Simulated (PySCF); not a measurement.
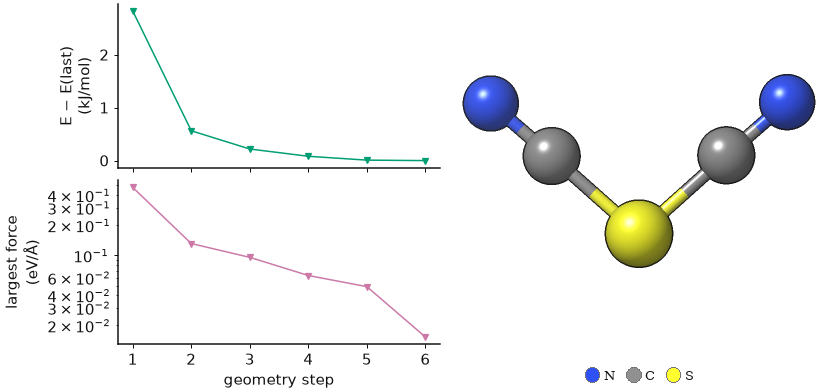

Beside the plot: the molecule at the start.

History of a geometry optimisation.

Sulfur Dicyanide (SMILES N#CSC#N); PBE0-D3(BJ)/def2-SVP, geometry optimisation in PySCF.

Q: How did it end, and what did it gain?

A: The optimisation met its thresholds at geometry 6, counting the start as the first. The energy fell by about 2.8 kJ/mol from the first step to the last. The largest force goes from about 0.48 eV/Å at the start to 0.015 eV/Å at the end.
